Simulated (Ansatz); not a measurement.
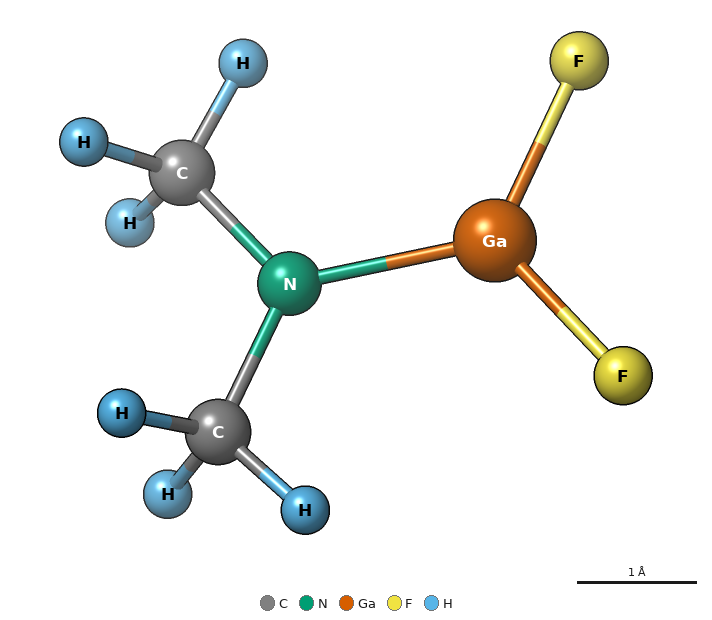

Depth is shown by fading: the farther an atom, the more it takes the colour of the background. The computed structure is the end point of a PBE0-D4/def2-TZVP optimisation. Masses are those of the most abundant isotopes; constants are for the rigid equilibrium geometry.

Question: Classify the rotor and give the rotational constants (MHz).

Answer: An asymmetric top (C2v): A = 3702, B = 1966, C = 1305 MHz. Ray's parameter κ is −0.45, nearer the prolate limit.
